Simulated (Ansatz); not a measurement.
# One crystal, many levels of theory: Cs2HgSe2 (Pbam), part 3 of 3

Aim: the gap of Cs2HgSe2 (Pbam) at several levels of theory on one structure, with the time that each takes.

Ansatz 0.2.0; density functionals, hybrids and G0W0, plane waves, PAW. Known limits of the many-body steps: finite bands, screening cutoff and k mesh; no spin-orbit coupling in G0W0; d shells not analysed; screening cutoff under 40 eV in some runs.

So far. Step 10 (G0W0@HSE06, 2×2×4 mesh, 420 empty bands, screening to …): Over all 12 irreducible mesh points the G0W0 gap is 3.781 eV, from k = (-0.500, 0.000, 0.000) to k = Γ. The HSE06 gap of this run on the mesh is 2.888 eV. The two states that bound the G0W0 gap lie that far apart at the start, so the correction of the gap is 3.781 − 2.888 = +0.893 eV.

In doubt: masses and optical values from hybrid runs of this build are listed as unsure (step 10), which bears on the screening that GW takes from such a start.

### 12. All levels together

Each gap is the least one over the points named; times are wall times on shared hosts, not benchmarks. A G0W0 time includes the run's own self-consistent start. Runs with listed points see these and the mesh alone, so an edge that moves elsewhere is missed. Rows marked * are further runs, not shown as steps, whose inputs differ from the G0W0 step on the same start in the columns given; solver thresholds can differ too. Symmetry makes (0.500, 0.000, 0.000) and (-0.500, 0.000, 0.000) one point.

```
      level   mesh       files, cutoff  bands summed, screening                          points  gap (eV)             valence top  conduction bottom  least direct gap (eV)     time
        LDA  4×2×6  soft_1 PAW, 420 eV                        -          mesh and listed points     1.788   (0.400, 0.000, 0.000)                  Γ                  1.821     16 s
        PBE  4×2×6  soft_1 PAW, 420 eV                        -                   mesh and path     1.997   (0.400, 0.000, 0.000)                  Γ                  2.030     20 s
    PBE+SOC  4×2×6  soft_1 PAW, 420 eV                        -          mesh and listed points     1.921   (0.500, 0.000, 0.000)                  Γ                  1.990     27 s
     r2SCAN  4×2×6  soft_1 PAW, 500 eV                        -          mesh and listed points     2.343   (0.400, 0.000, 0.000)                  Γ                  2.378     19 s
      HSE06  2×2×4  soft_1 PAW, 420 eV                        -          mesh and listed points     2.883   (0.400, 0.000, 0.000)                  Γ                  2.921     84 s
       PBE0  2×2×4  soft_1 PAW, 420 eV                        -          mesh and listed points     3.571   (0.400, 0.000, 0.000)                  Γ                  3.610     77 s
   DDH-PBE0  2×2×4  soft_1 PAW, 420 eV                        -          mesh and listed points     3.509   (0.400, 0.000, 0.000)                  Γ                  3.548  1.8 min
  G0W0@PBE*  2×2×4  soft_1 PAW, 420 eV               218, 30 eV  all 12 irreducible mesh points     3.266  (-0.500, 0.000, 0.000)                  Γ                  3.307     24 s
  G0W0@PBE*  2×2×4  soft_1 PAW, 420 eV               490, 60 eV  all 12 irreducible mesh points     3.358  (-0.500, 0.000, 0.000)                  Γ                  3.397     65 s
   G0W0@PBE  2×2×4  soft_1 PAW, 420 eV              974, 100 eV  all 12 irreducible mesh points     3.437  (-0.500, 0.000, 0.000)                  Γ                  3.472  1.8 min
  G0W0@PBE*  2×2×2  soft_1 PAW, 420 eV               490, 60 eV   all 8 irreducible mesh points     3.342  (-0.500, 0.000, 0.000)                  Γ                  3.379     35 s
 G0W0@HSE06  2×2×4  soft_1 PAW, 420 eV               490, 60 eV  all 12 irreducible mesh points     3.781  (-0.500, 0.000, 0.000)                  Γ                  3.823    3 min
G0W0@r2SCAN  2×2×4  soft_1 PAW, 500 eV               490, 60 eV  all 12 irreducible mesh points     3.604  (-0.500, 0.000, 0.000)                  Γ                  3.641     42 s
```

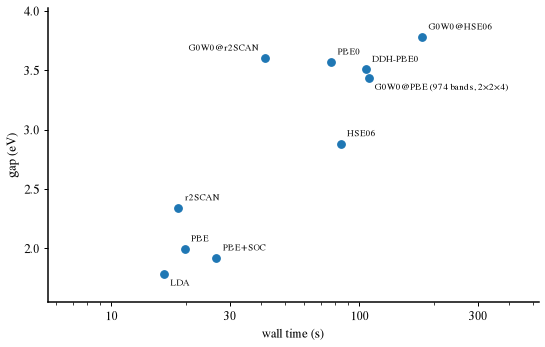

Gap against wall time for the runs shown as steps.

### 13. Results

| Quantity | Value |
| --- | --- |
| LDA, over mesh and listed points | 1.788 eV |
| PBE, over mesh and path | 1.997 eV |
| PBE+SOC, over mesh and listed points | 1.921 eV |
| r2SCAN, over mesh and listed points | 2.343 eV |
| HSE06, over mesh and listed points | 2.883 eV |
| PBE0, over mesh and listed points | 3.571 eV |
| DDH-PBE0, over mesh and listed points | 3.509 eV |
| G0W0@PBE (974 bands, 2×2×4), over all 12 irreducible mesh points | 3.437 eV |
| G0W0@HSE06, over all 12 irreducible mesh points | 3.781 eV |
| G0W0@r2SCAN, over all 12 irreducible mesh points | 3.604 eV |
| known limits | finite bands, screening cutoff and k mesh; no spin-orbit coupling in G0W0; d shells not analysed; screening cutoff under 40 eV in some runs |

In words: The rows run from 1.788 eV (LDA) to 3.781 eV (G0W0@HSE06). They differ in mesh, plane-wave cutoff, bands and screening cutoff of G0W0 and the points over which the gap was sought as well as in level, so only pairs that share these are like for like. PBE against LDA: 1.997 − 1.788 = +0.209 eV, with the same mesh, files and cutoff, and both edges at the same k points. PBE0 against HSE06: 3.571 − 2.883 = +0.688 eV, with the same mesh, files and cutoff, and both edges at the same k points. DDH-PBE0 against PBE0: 3.509 − 3.571 = −0.062 eV, with the same mesh, files and cutoff, and both edges at the same k points. G0W0@HSE06 against G0W0@PBE with 490 bands: 3.781 − 3.358 = +0.423 eV, with the same mesh, files and cutoffs, and both edges at the same k points. The dielectric-dependent hybrid took 0.240 of exact exchange, against 0.25 in PBE0. G0W0@PBE (974 bands, 2×2×4) moves the gap of its own start on the mesh by 3.437 − 2.004 = +1.433 eV, between the same two levels. Over mesh and path, PBE puts the valence top at k = (0.400, 0.000, 0.000), where no G0W0 correction was computed. The G0W0 gap over the whole zone is therefore not known from this run; at its settings it can only be equal to or under the 3.437 eV found, and no correction is carried over from another point. For the start itself the gap is 1.997 eV over mesh and path and 2.004 eV on the mesh of the G0W0 run, in runs that differ in mesh (4×2×6 and 2×2×4). G0W0@HSE06 moves the gap of its own start on the mesh by 3.781 − 2.888 = +0.893 eV, between the same two levels. Over mesh and listed points, HSE06 puts the valence top at k = (0.400, 0.000, 0.000), where no G0W0 correction was computed. The G0W0 gap over the whole zone is therefore not known from this run; at its settings it can only be equal to or under the 3.781 eV found, and no correction is carried over from another point. For the start itself the gap is 2.883 eV over mesh and listed points and 2.888 eV on the mesh of the G0W0 run. G0W0@r2SCAN moves the gap of its own start on the mesh by 3.604 − 2.348 = +1.256 eV, between the same two levels. Over mesh and listed points, r2SCAN puts the valence top at k = (0.400, 0.000, 0.000), where no G0W0 correction was computed. The G0W0 gap over the whole zone is therefore not known from this run; at its settings it can only be equal to or under the 3.604 eV found, and no correction is carried over from another point. For the start itself the gap is 2.343 eV over mesh and listed points and 2.348 eV on the mesh of the G0W0 run, in runs that differ in mesh (4×2×6 and 2×2×4). What spin-orbit coupling does to the G0W0 levels was not computed, so no sum with the G0W0 gap is formed. For G0W0@PBE: from 218 bands and 30 eV to 974 bands and 100 eV the gap moves by 3.437 − 3.266 = +0.171 eV (rung by rung 3.266, 3.358, 3.437 eV); bands and screening cutoff rise together, so their parts are not told apart. A line in one over the bands through the two highest rungs gives 3.437 + (3.437 − 3.358) × 490 / (974 − 490) = 3.517 eV, and through the pair below 3.358 + (3.358 − 3.266) × 218 / (490 − 218) = 3.432 eV. The two differ by 0.085 eV, not under the 0.030 eV asked, so the law does not hold well over these rungs and the limit is not known. The other G0W0 rows are shown at one basis each (490 bands), so their distance from the limit is not known here. With the 2×2×2 mesh in place of the 2×2×4 mesh and all else as in the G0W0@PBE row with 490 bands, the gap differs by 3.342 − 3.358 = −0.016 eV, and that of the start by 1.999 − 2.004 = −0.005 eV. The G0W0 runs are scalar-relativistic. One-shot GW is known to converge slowly in bands for compounds with shallow d shells. The cell holds Hg; the filling of the d shell and its place against the gap were not analysed here. G0W0@PBE runs of this series with other atomic data on the same mesh, not shown as steps, give 3.357 eV (hard PAW, 690 eV, 490 bands, screening to 60 eV; the table's row with the same empty bands and screening cutoff has 3.358 eV); where bands and cutoffs differ too, the part of the files is not isolated. A screening cutoff under 40 eV is crude: G0W0@PBE with 218 bands at 30 eV.

[Paths, hosts, dates, memory and timing lines, banners, echoed tables and standing remarks are left out of the program output.]

[Logs are printed without paths, hosts, clocks, repeated set-up lines and the standing remarks that a program may print on its own settings, such as how far it seeks lower states.]

[Runs of the session that timed out or met a known fault of the program may be left out.]

[Cells called generated may have been cut or substituted from an entry of the Crystallography Open Database or the Materials Project.]

[Hosts, paths, dates, database ids (printed as entryN), source tags and the programs' standing remarks are cut or masked in the printed files.]

[Where an RPA ε∞ is given, it is that of the G0W0 mesh and is not shown converged in it. Names of k-points follow the symmetry that the program found, which can be lower than the space group named. Band edges on a path are those of the sampled points; other points can move an edge, and change direct to indirect where valleys lie close.]

[Hybrid gaps are those of their k-mesh and are not shown converged in it.]
